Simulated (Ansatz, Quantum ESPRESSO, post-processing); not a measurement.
# vacuum gap of 4.0 Å between two Li(100) faces: ballistic transmission, part 3 of 3

Aim: the zero-bias transmission with pwcond for this junction: vacuum gap of 4.0 Å between two Li(100) faces.

Quantum ESPRESSO 7.5; plane-wave DFT, LDA, GBRV ultrasoft pseudopotentials; cross-check by Ansatz 0.2.0 with PAW datasets.

So far. Step 2 (SCF with pw.x): The run needed 31 iterations to bring the estimated error under 1e-07 Ry; the largest force on any atom, held or free, is 0.22 eV/Å.

### 4. The open system, with ewind = 1.0

Level of this step: transmission by pwcond, lead and junction from one cell; plane-wave DFT, LDA, GBRV ultrasoft pseudopotentials (Quantum ESPRESSO).

How much does a setting matter? One run is repeated with a change.

Contents of cond.w.in:

```
&inputcond
  outdir = './out'
  prefixt = 'scf'
  tran_file = 'cond.w.dat'
  bdl = 2.0000000000
  bds = 8.6627906977
  ikind = 1
  ewind = 1.0
  epsproj = 1e-05
  nz1 = 7
  energy0 = 0.4
  denergy = -0.4
/
21
  0.00000000 0.00000000 0.01000000
  0.00000000 0.10000000 0.04000000
  0.00000000 0.20000000 0.04000000
  0.00000000 0.30000000 0.04000000
  0.00000000 0.40000000 0.04000000
  0.00000000 0.50000000 0.02000000
  0.10000000 0.10000000 0.04000000
  0.10000000 0.20000000 0.08000000
  0.10000000 0.30000000 0.08000000
  0.10000000 0.40000000 0.08000000
  0.10000000 0.50000000 0.04000000
  0.20000000 0.20000000 0.04000000
  0.20000000 0.30000000 0.08000000
  0.20000000 0.40000000 0.08000000
  0.20000000 0.50000000 0.04000000
  0.30000000 0.30000000 0.04000000
  0.30000000 0.40000000 0.08000000
  0.30000000 0.50000000 0.04000000
  0.40000000 0.40000000 0.04000000
  0.40000000 0.50000000 0.04000000
  0.50000000 0.50000000 0.01000000
3
```

Command:

```console
$ OMP_NUM_THREADS=1 mpirun -n 2 pwcond.x -in cond.w.in > cond.w.out
```

The log of the run:

```text
[banner, memory and clock lines left out]
Program PWCOND v.7.5 starts
[citation notice left out]

[...]
./out/scf.save/

     IMPORTANT: XC functional enforced from input :
     Exchange-correlation= PZ
                           (   1   1   0   0   0   0   0)
     Any further DFT definition will be discarded
     Please, verify this is what you really want

     Reading collected, re-writing distributed wavefunctions

===== INPUT FILE containing all the regions =====

     GEOMETRY:

     lattice parameter (alat)  =       6.5007  a.u.
     the volume                =    2379.7413 (a.u.)^3
     the cross section         =      42.2586 (a.u.)^2
     l of the unit cell        =       8.6628 (alat)
     number of atoms/cell      =           16
     number of atomic types    =            1

     crystal axes: (cart. coord. in units of alat)
               a(1) = (  1.0000  0.0000  0.0000 )
               a(2) = (  0.0000  1.0000  0.0000 )
               a(3) = (  0.0000  0.0000  8.6628 )

   Cartesian axes

     site n.     atom                  positions (alat units)
          1        Li     tau(  1)=(  0.0000  0.0000  8.6628  )
          2        Li     tau(  2)=(  0.5000  0.5000  0.5000  )
          3        Li     tau(  3)=(  0.0000  0.0000  1.0000  )
          4        Li     tau(  4)=(  0.5000  0.5000  1.5000  )
          5        Li     tau(  5)=(  0.0000  0.0000  2.0000  )
          6        Li     tau(  6)=(  0.5000  0.5000  2.5000  )
          7        Li     tau(  7)=(  0.0000  0.0000  3.0000  )
          8        Li     tau(  8)=(  0.5000  0.5000  3.5000  )
          9        Li     tau(  9)=(  0.0000  0.0000  4.6628  )
         10        Li     tau( 10)=(  0.5000  0.5000  5.1628  )
         11        Li     tau( 11)=(  0.0000  0.0000  5.6628  )
         12        Li     tau( 12)=(  0.5000  0.5000  6.1628  )
         13        Li     tau( 13)=(  0.0000  0.0000  6.6628  )
         14        Li     tau( 14)=(  0.5000  0.5000  7.1628  )
         15        Li     tau( 15)=(  0.0000  0.0000  7.6628  )
         16        Li     tau( 16)=(  0.5000  0.5000  8.1628  )

     nr1s                      =           27
     nr2s                      =           27
     nr3s                      =          240
     nr1sx                     =           27
     nr2sx                     =           27
     nr3sx                     =          240
     nr1                       =           30
     nr2                       =           30
     nr3                       =          256
     nr1x                      =           30
     nr2x                      =           30
     nr3x                      =          256

 _______________________________
  Radii of nonlocal spheres:

     type       ibeta     ang. mom.          radius (alat units)
       Li         1         0                    0.3102
       Li         2         0                    0.3102
       Li         3         0                    0.3102
       Li         4         1                    0.3102
       Li         5         1                    0.3102
----- General information -----

--- T calc. with identical leads (ikind=1) ---

     nrx                       =           27
     nry                       =           27
     nz1                       =            7

     energy0               =         4.0E-01
     denergy               =        -4.0E-01
     nenergy               =          3
     ecut2d                =         4.0E+01
     ewind                 =         1.0E+00
     epsproj               =         1.0E-05

     number of k_|| points=   21
                       cryst. coord.
        k(    1) = (   0.0000000   0.0000000), wk =   0.0100000
        k(    2) = (   0.0000000   0.1000000), wk =   0.0400000
[...]
k(   21) = (   0.5000000   0.5000000), wk =   0.0100000
----- Information about left/right lead -----

     nocros                   =            9
     noins                    =           27
     norb                     =           45
     norbf                    =          117
     nrz                      =           55

      iorb      type   ibeta   ang. mom.   m       position (alat)
        1        1       1        0        1   taunew(   1)=(  0.0000  0.0000  0.0000)
        2        1       2        0        1   taunew(   2)=(  0.0000  0.0000  0.0000)
[...]
45        1       5        1        3   taunew(  45)=(  0.0000  0.0000  2.0000)
    k slab    z(k)  z(k+1)     crossing(iorb=1,norb)
    1   0.0000 0.0364 0.0364   111111111000000000000000000000000000000000000
    2   0.0364 0.0727 0.0364   111111111000000000000000000000000000000000000
[...]
55   1.9636 2.0000 0.0364   000000000000000000000000000000000000111111111
----- Information about scattering region -----

     noins                    =           99
     norb                     =          117
     norbf                    =          117
     nrz                      =          185

      iorb      type   ibeta   ang. mom.   m       position (alat)
        1        1       1        0        1   taunew(   1)=(  0.0000  0.0000 -0.0000)
        2        1       2        0        1   taunew(   2)=(  0.0000  0.0000 -0.0000)
[...]
117        1       5        1        3   taunew( 117)=(  0.0000  0.0000  6.6628)
 ngper, shell number =          137          22
 ngper, n2d =          137          28
---  E-Ef =    0.4000000  k =    0.0000000   0.0000000
---  ie =          1  ik =          1
 Nchannels of the left tip =            1
 Right moving states:
   k1(2pi/a)   k2(2pi/a)   E-Ef (eV)
   0.2778925   0.0000043   0.4000000
 Left moving states:
   k1(2pi/a)   k2(2pi/a)   E-Ef (eV)
  -0.2778925   0.0000043   0.4000000

 to transmit
 Band j to band i transmissions and reflections:
    j         i     |T_ij|^2    |R_ij|^2

    1 -->     1     0.99339     0.00661
   Total T_j, R_j =    0.99339  0.00661

E-Ef(ev), T(x2 spins) =    0.4000000   1.9867832
---  E-Ef =    0.0000000  k =    0.0000000   0.0000000
---  ie =          2  ik =          1
 Nchannels of the left tip =            1
 Right moving states:
   k1(2pi/a)   k2(2pi/a)   E-Ef (eV)
   0.2125008   0.0000047   0.0000000
 Left moving states:
   k1(2pi/a)   k2(2pi/a)   E-Ef (eV)
  -0.2125008   0.0000047   0.0000000

 to transmit
 Band j to band i transmissions and reflections:
    j         i     |T_ij|^2    |R_ij|^2

    1 -->     1     0.99994     0.00006
   Total T_j, R_j =    0.99994  0.00006

E-Ef(ev), T(x2 spins) =    0.0000000   1.9998709
---  E-Ef =   -0.4000000  k =    0.0000000   0.0000000
---  ie =          3  ik =          1
 Nchannels of the left tip =            1
 Right moving states:
   k1(2pi/a)   k2(2pi/a)   E-Ef (eV)
   0.1431099   0.0000051  -0.4000000
 Left moving states:
   k1(2pi/a)   k2(2pi/a)   E-Ef (eV)
  -0.1431099   0.0000051  -0.4000000

 to transmit
 Band j to band i transmissions and reflections:
    j         i     |T_ij|^2    |R_ij|^2

    1 -->     1     0.98314     0.01686
   Total T_j, R_j =    0.98314  0.01686

E-Ef(ev), T(x2 spins) =   -0.4000000   1.9662856
 ngper, shell number =          137          70
 ngper, n2d =          137          28
[... further energies and points left out ...]
---  E-Ef =    0.4000000  k =    0.5000000   0.5000000
---  ie =          1  ik =         21
 Nchannels of the left tip =            2
 Right moving states:
   k1(2pi/a)   k2(2pi/a)   E-Ef (eV)
   0.2474982  -0.0000005   0.4000000
   0.2474982  -0.0000005   0.4000000
 Left moving states:
   k1(2pi/a)   k2(2pi/a)   E-Ef (eV)
  -0.2474982  -0.0000005   0.4000000
  -0.2474982  -0.0000005   0.4000000

 to transmit
 Band j to band i transmissions and reflections:
    j         i     |T_ij|^2    |R_ij|^2

    1 -->     1     0.00841     0.01942
    1 -->     2     0.00000     0.97217
   Total T_j, R_j =    0.00841  0.99159

    2 -->     1     0.00000     0.97217
    2 -->     2     0.00841     0.01942
   Total T_j, R_j =    0.00841  0.99159

E-Ef(ev), T(x2 spins) =    0.4000000   0.0336322
---  E-Ef =    0.0000000  k =    0.5000000   0.5000000
---  ie =          2  ik =         21
 Nchannels of the left tip =            0
 Right moving states:
   k1(2pi/a)   k2(2pi/a)   E-Ef (eV)
 Left moving states:
   k1(2pi/a)   k2(2pi/a)   E-Ef (eV)

 to transmit
          E-Ef(ev), T =    0.0000000   0.0000000
---  E-Ef =   -0.4000000  k =    0.5000000   0.5000000
---  ie =          3  ik =         21
 Nchannels of the left tip =            0
 Right moving states:
   k1(2pi/a)   k2(2pi/a)   E-Ef (eV)
 Left moving states:
   k1(2pi/a)   k2(2pi/a)   E-Ef (eV)

 to transmit
          E-Ef(ev), T =   -0.4000000   0.0000000
   T_tot     0.40000      0.12270E+01
   T_tot     0.00000      0.91509E+00
   T_tot    -0.40000      0.76639E+00

[...]
```

Run time: 77 s. Hardware: 2 MPI ranks of Arm Neoverse N1, shared host; peak memory 0.11 GiB; 2.5 min of CPU time.

The changed values were drawn from a wide range, not chosen for quality; the comparison shows what they did here together.

### 5. The same in Ansatz

As a check, the same structure is run in Ansatz.

Level of this step: plane-wave DFT, LDA, Ansatz PAW (Ansatz 0.2.0).

Contents of input.yaml:

```yaml
crystal:
  lattice:
    - [3.44, 0.0, 0.0]
    - [0.0, 3.44, 0.0]
    - [0.0, 0.0, 29.8]
  atoms:
    - { symbol: Li, position: [0.0, 0.0, 0.0] }
    - { symbol: Li, position: [0.5, 0.5, 0.0577181208] }
    - { symbol: Li, position: [0.0, 0.0, 0.1154362416] }
    - { symbol: Li, position: [0.5, 0.5, 0.1731543624] }
    - { symbol: Li, position: [0.0, 0.0, 0.2308724832] }
    - { symbol: Li, position: [0.5, 0.5, 0.288590604] }
    - { symbol: Li, position: [0.0, 0.0, 0.3463087248] }
    - { symbol: Li, position: [0.5, 0.5, 0.4040268456] }
    - { symbol: Li, position: [0.0, 0.0, 0.5382550336] }
    - { symbol: Li, position: [0.5, 0.5, 0.5959731544] }
    - { symbol: Li, position: [0.0, 0.0, 0.6536912752] }
    - { symbol: Li, position: [0.5, 0.5, 0.711409396] }
    - { symbol: Li, position: [0.0, 0.0, 0.7691275168] }
    - { symbol: Li, position: [0.5, 0.5, 0.8268456376] }
    - { symbol: Li, position: [0.0, 0.0, 0.8845637584] }
    - { symbol: Li, position: [0.5, 0.5, 0.9422818792] }
kpoints:
  mp_grid: { grid: [7, 7, 1] }
hamiltonian:
  xc: lda
scf:
  occupations: { method: fermi_dirac, width: 0.1 }
  convergence: { dr2_threshold: 1.0e-08 }
output:
  transmission: { leads: [[0, 2]], e_range: [-0.4, 0.4], de: 0.4, kmesh: [10, 10] }
  write_potential: true
  write_density: true
  volumetric_format: npy
  elf: true
```

Command:

```console
$ ansatz run input.yaml --threads 2 --pin off --max-ram 4096MiB --backend cpu --events-out ev --progress --plain --runs-dir out
```

The log of the run:

```text
Engine: ansatz 0.2.0, aarch64-unknown-linux-gnu
Pseudopotentials: kind: paw
Pseudopotential: Li, paw, valence charge 3, recommended cutoff 420 eV (normal), Li.paw.azcp
Functional definition: SPW92
  exchange = slater_x
  correlation = pw_c
Crystal: 16 atoms, lattice volume = 352.641 Å³
Basis set: ecut = 420 eV, 6855 PW (Γ)
Bands: 40, of which v1, the nominal top of the filled ones, is band 24 counted from 1 (23 counted from 0)
Symmetry: 16 space group operations
Space group: P4/nmm (ITA 129), of the structure as read, at distance tolerance 7.1e-5 Å
k-points: 10 of 49
Non-local potential: Li, projectors of the file, l = 0: 3, l = 1: 2, l = 2: 1
PAW form: soft (Blöchl's): semilocal exchange-correlation on the pseudo side does not see the compensation charge
PAW one-centre angular grid: Li, 110 points (default); XC on 64 Gauss nodes
Initial density: superposition of atomic densities (neutral atoms: chi_scale 0, normalization atom), corrected by the library's trained network
Initial wavefunctions: pseudopotential atomic-orbital guess
Functional: x = slater, c = lda
SCF iter   1: F=—  HF=-3225.756460 eV  |F-HF|=—  |Δ(HF+E_count)|=         —  Δρ=4.35e-3  dr2=5.61e-1  ethr=1.77e-3  ⟨swp⟩=11.4  Hψ=2426  notcnv=0  defer=10
preconditioner: auto → Kerker (q_TF=auto, 1.957 Å⁻¹)  [metal: Δε(μ)=0.011 eV  Ē_g=3.789 eV  σ=0.100 eV  W_gap=0.03  n_scr=46 (ndim 8)  ℏωp=7.9 eV  f_vac=0.000  D(μ)=8.49/eV (n_scr^D=54)]
SCF iter   2: F=—  HF=-3225.692448 eV  |F-HF|=—  |Δ(HF+E_count)|=   6.40e-2  Δρ=1.94e-3  dr2=1.50e-1  ethr=1.17e-3  ⟨swp⟩=1.0  Hψ=480  notcnv=0  defer=13
SCF iter   3: F=—  HF=-3225.679097 eV  |F-HF|=—  |Δ(HF+E_count)|=   1.34e-2  Δρ=2.34e-4  dr2=5.26e-3  ethr=3.13e-4  ⟨swp⟩=1.0  Hψ=368  notcnv=0  defer=17
SCF iter   4: F=—  HF=-3225.678787 eV  |F-HF|=—  |Δ(HF+E_count)|=   3.10e-4  Δρ=9.08e-5  dr2=4.70e-4  ethr=1.10e-5  ⟨swp⟩=1.0  Hψ=368  notcnv=0  defer=17
SCF iter   5: F=—  HF=-3225.678748 eV  |F-HF|=—  |Δ(HF+E_count)|=   3.88e-5  Δρ=3.99e-5  dr2=2.17e-5  ethr=9.79e-7  ⟨swp⟩=1.0  Hψ=368  notcnv=0  defer=17
SCF iter   6: F=—  HF=-3225.678748 eV  |F-HF|=—  |Δ(HF+E_count)|=   1.77e-7  Δρ=9.38e-6  dr2=7.42e-7  ethr=4.53e-8  ⟨swp⟩=2.0  Hψ=427  notcnv=0  defer=17
SCF iter   7: F=—  HF=-3225.678736 eV  |F-HF|=—  |Δ(HF+E_count)|=   1.23e-5  Δρ=2.39e-6  dr2=1.45e-7  ethr=1.55e-9  ⟨swp⟩=2.3  Hψ=623  notcnv=0  defer=19
SCF iter   8: F=-3225.678736 eV  HF=-3225.678736 eV  |F-HF|=5.30e-9  |Δ(HF+E_count)|=  8.64e-10  Δρ=6.46e-7  dr2=7.31e-9  ethr=2.08e-11  ⟨swp⟩=8.3  Hψ=1402  notcnv=0
SCF 1 converged in 8 iterations: F = -3225.678736 eV  dr2 = 7.31e-9
  greatest PAW one-centre occupation: 1.000 electrons in one spin orbital (limit 2), on the Li atom at site 9 (counted from 0), in its partial waves of l = 0
transmission: 81 of 798 steps passed
transmission: 161 of 798 steps passed
[...]
transmission: 798 of 798 steps passed
SCF converged after 8 iterations
Free energy (F): -3225.678736 eV
Harris-Foulkes:  -3225.678736 eV  (|F-HF|=5.30e-9)
Internal energy: -3225.397270 eV  (E = F + TS)
E sigma→0 (E₀):  -3225.538003 eV
Entropy (-TS):   -0.281466 eV (-17.592 meV/atom)
Fermi energy:    0.657901 eV
--- Per-component energies (eV) ---
  E_band       = -1452.459602
  E_kinetic    = 336.853103
  E_local      = -2638.980044  (includes V_loc(G=0)·N_el)
  E_nonlocal   = -529.633544
  E_hartree    = 881.826993
  E_xc         = -156.017477
  E_vxc        = -203.300795  (∫ρ·V_xc dr)
  E_paw        = -295.357928  (= ΣΔE_a)
  E_vpaw       = -181.050522  (= ΣTr[D̂ρ^β])
  E_aug_tail   = 0.000085  (compensation charges beyond the density's cutoff)
  E_ewald      = -824.088459
  E_smearing   = -0.281466  (= −TS)
  E_closure    = 0.000000  (closes the sum)
  Σ components = -3225.678736   (vs F -3225.678736, Δ=0.00e0)
--- Band table (eV; the first three rows and the last of 10) ---
  k-point 0: bands = [... 20 lower, -2.1186, -1.6635, -1.4051, -0.6928, -0.5134, 0.5628, 0.5790, 1.9853, ... 12 higher]
  k-point 1: bands = [... 20 lower, -1.9277, -1.4777, -1.2137, -0.5148, -0.3240, 0.7223, 0.7540, 2.1189, ... 12 higher]
  k-point 2: bands = [... 20 lower, -1.3563, -0.9262, -0.6519, -0.0079, 0.2058, 1.0960, 1.1594, 2.0077, ... 12 higher]
  k-point 9: bands = [... 20 lower, 1.0375, 1.1672, 1.2506, 1.3579, 1.6702, 1.6982, 2.0135, 2.0590, ... 12 higher]
--- Transmission ---
  basis      : 101 plane waves across, 38 finite elements along
  points     : 21, standing for a mesh of 10 x 10
  energies   : 3 from -0.400000 to 0.400000 eV about the Fermi level, 0.400000 eV apart; the leads are filled to 0.000000 eV, and channels, transmission and decay are at 0.000000 eV
  crystal 0  : Li2, at the sites [0, 2], period 3.4400 Å, over 27.52 Å; its Hamiltonian steps by up to 10.5 meV
    offset         : up to 0.0000 Å between an atom of the period and one for which it stands
    channels       : 1.170000e0 a spin
    conductance    : none, the energies end too early or step too widely for 300 K: set another output.transmission.e_range or a lower de, or, where they end at an eighth of basis.ecutwfc, a higher one
    slowest decay  : 0.2386 /Å at (0.5000, 0.5000)
  junction   : crystal 0 to crystal 0, -0.16 to 26.20 Å
    transmission   : 4.641686e-1 a spin
    conductance    : none, the energies end too early or step too widely for 300 K: set another output.transmission.e_range or a lower de, or, where they end at an eighth of basis.ecutwfc, a higher one
```

It took 70 s on 2 threads; peak memory 0.52 GiB.

This step gave:

- free energy: -3225.6787 eV
- energy at zero smearing: -3225.5380 eV
- smearing term TS: 0.2815 eV
- Fermi energy: 0.6579 eV
- symmetry operations: 16
- transmission at the Fermi level, one spin: 0.4642
- lead channels at the Fermi level, one spin: 1.17
- step of the lead's Hamiltonian over a period: 10.5 meV

Per spin; mean over the k mesh across the current. The transmission, zone mean by energy, zero at the Fermi level:

```tsv
energy (eV)	transmission, zone mean
-0.400	0.380
0.000	0.464
0.400	0.606
```

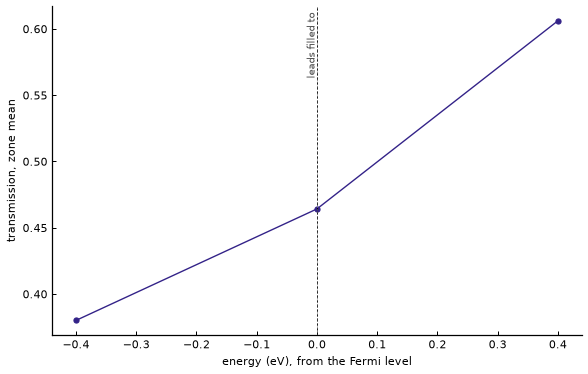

Transmission, zone mean against energy.

Per spin; mean over the k mesh across the current. The open channels, zone mean by energy, zero at the Fermi level:

```tsv
energy (eV)	open channels, zone mean
-0.400	1.09
0.000	1.17
0.400	1.27
```

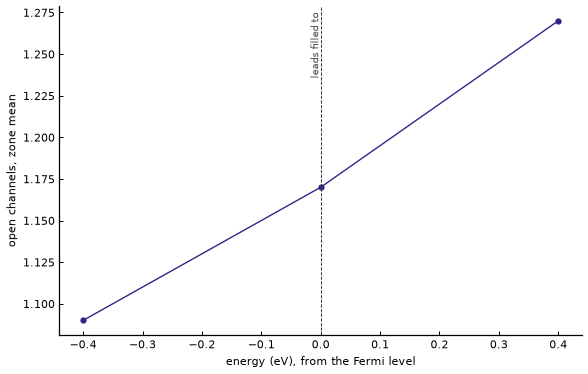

Open channels, zone mean against energy.

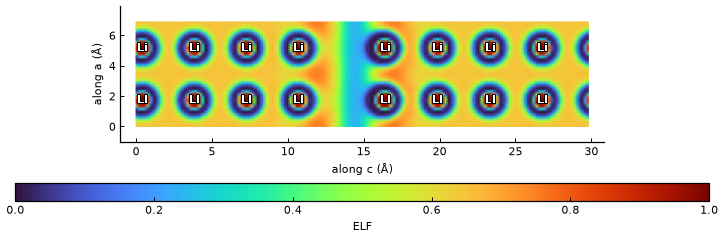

ELF in the ca plane at fractional y = 0.000, with atoms of Li within 0.2 Å of it. It is the smooth field of the valence electrons, not physical close to the nuclei. The map starts off the cell's origin, so that atoms lie inside it.

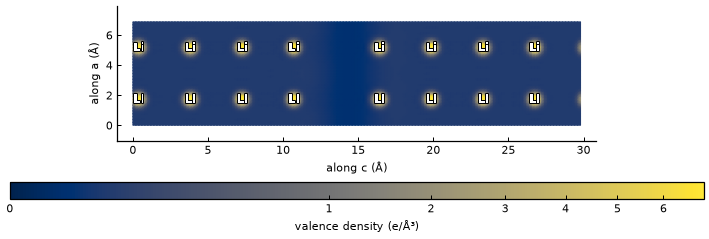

Valence density in the ca plane at fractional y = 0.000, with atoms of Li within 0.2 Å of it. It is the smooth field of the valence electrons, not physical close to the nuclei. The map starts off the cell's origin, so that atoms lie inside it. The colour scale is stretched toward low values.

### 6. All levels side by side

All levels:

```tsv
step	T at the Fermi level (per spin)	conductance (G0)	r.m.s. T(E) from the first	CPU time of the step (s)	peak memory (GiB)
Ansatz	0.4642	-	0	118.5	0.522
pwcond	0.4574	0.4574	0.006095	238.1	0.13
pwcond, changed setting	0.4575	0.4575	0.006029	151.6	0.11
```

Per spin; mean over the k mesh across the current. The transmission, zone mean by energy, zero at the Fermi level:

```tsv
energy (eV)	Ansatz	pwcond	pwcond, changed setting
-0.400	0.380	0.383	0.383
0.000	0.464	0.457	0.458
0.400	0.606	0.614	0.614
```

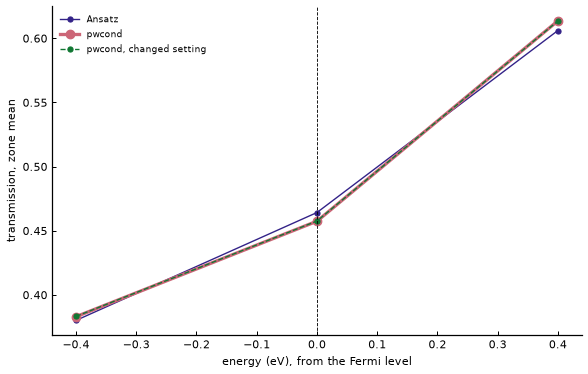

Transmission, zone mean against energy.

### 7. What came out

```
conductance by pwcond, in doubt : 0.457 G₀
conductance by Ansatz           : 0.464 G₀
```

What this shows: pwcond (LDA, GBRV ultrasoft) gives 0.457 G₀ and Ansatz (PAW) 0.464 G₀ a cell at the Fermi level; the pwcond value is in doubt, since it shows channel counts that differ from the second code's on over 12 % of the mesh's weight. No independent third code was run. The geometry is as built, not relaxed, and the leads are short.

[Logs are printed without paths, hosts, clocks, repeated set-up lines and the standing remarks that a program may print on its own settings, such as how far it seeks lower states.]

[Hosts, paths, dates, database ids (printed as entryN), source tags and the programs' standing remarks are cut or masked in the printed files.]

[Maps of the electrostatic potential energy from Ansatz leave out the sawtooth potential of an applied field or a dipole correction, so their vacuum need not be flat; planar profiles and work functions include it.]
